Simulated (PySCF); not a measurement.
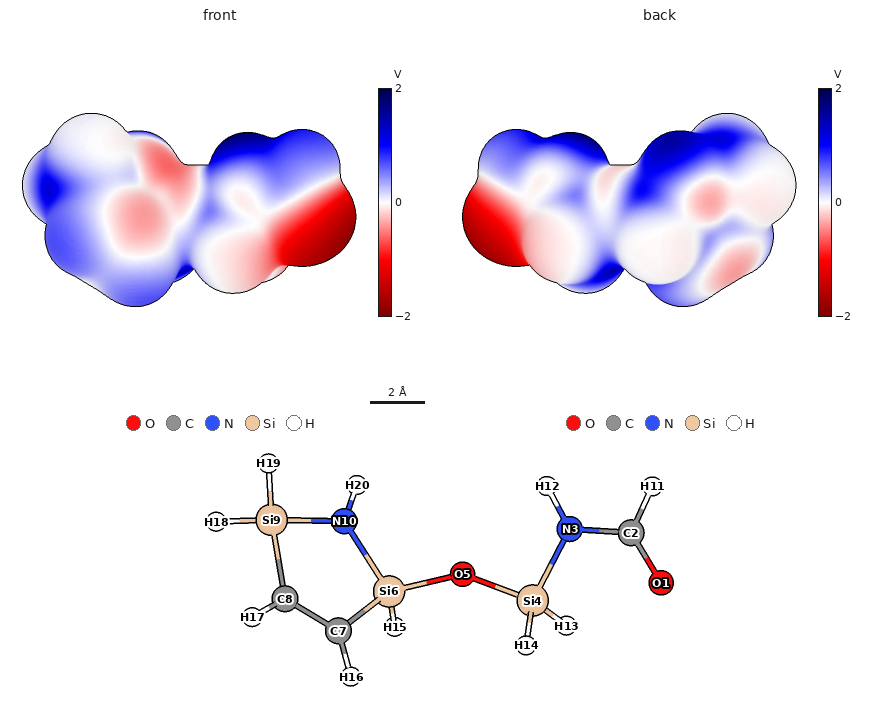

Figure 1: C$_{3}$H$_{10}$N$_{2}$O$_{2}$Si$_{3}$. The molecular electrostatic potential painted on the density surface at 0.001 e/bohr³, seen from the front and from behind; the colour scale runs from red (negative) to blue (positive). The bare structure is drawn below in the same view.

Geometry: GFN2-xTB.

All numbers below come from PBE0/pcSseg-1, SCF density, gas phase, non-relativistic (PySCF 2.14.0).

The calculation's input:

```
{"job": {"kind": "nmr", "xc": "PBE0", "basis": "pcSseg-1"}, "charge": 0, "multiplicity": 1}
O      4.784227    -0.330415    -0.741438
C      4.226832    -0.583621     0.297666
N      2.936728    -0.295113     0.515554
Si     2.050313     0.482274    -0.780085
O      0.607344     0.697633    -0.091280
Si    -0.958547     1.102373    -0.277091
C     -1.956902    -0.112012    -1.305117
C     -2.993792    -0.669941    -0.682806
Si    -3.233957    -0.154002     1.111517
N     -1.802688     0.824184     1.202487
H      4.743670    -1.072758     1.144444
H      2.520016    -0.530698     1.401953
H      2.631990     1.784725    -1.071827
H      1.937867    -0.424640    -1.914049
H     -0.977385     2.492024    -0.729279
H     -1.724716    -0.343191    -2.336877
H     -3.638870    -1.381872    -1.181930
H     -4.443743     0.652432     1.315566
H     -3.169688    -1.264291     2.068283
H     -1.543847     1.293351     2.051272
```

Run with:

```sh
OMP_NUM_THREADS=1 python probes_run.py task.json out
```

> Describe the electrostatic potential map.

The most negative region (about −1.8 V) lies over O1, the most positive (about +1.7 V) over H12. O1 is the likeliest acceptor of a hydrogen bond.

> What dipole moment does the calculation give?

Its dipole moment is 3.70 D.
